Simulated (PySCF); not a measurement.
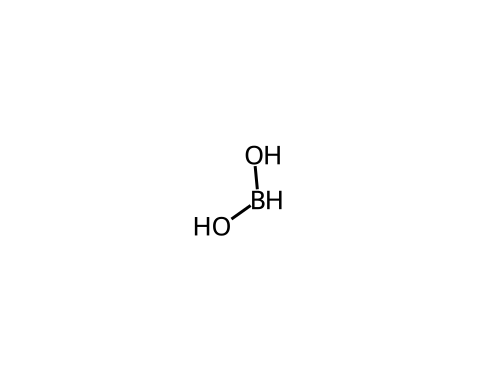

Structural formula above. The computed structure is the end point of a PBE0-D3(BJ)/def2-SVP optimisation. No frequency run is at hand to confirm it as a minimum.

What does the molecule look like in three dimensions?

The molecule is BH3O2. SMILES: `OBO`. It has no ring. Among its groups: B–H bond. This geometry has C2v symmetry. All atoms lie on one plane. Coordination: 2 O bent; 1 B trigonal planar.

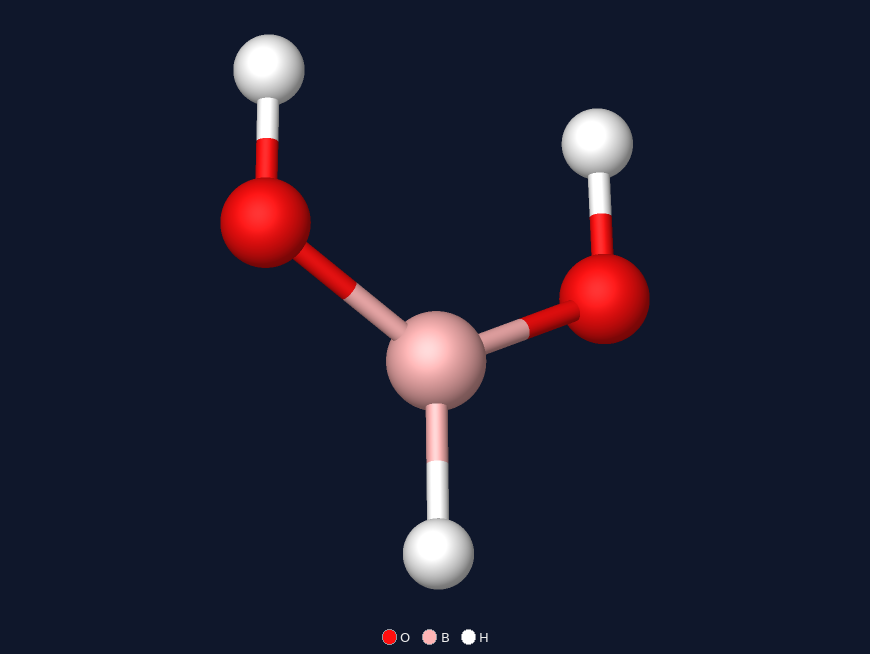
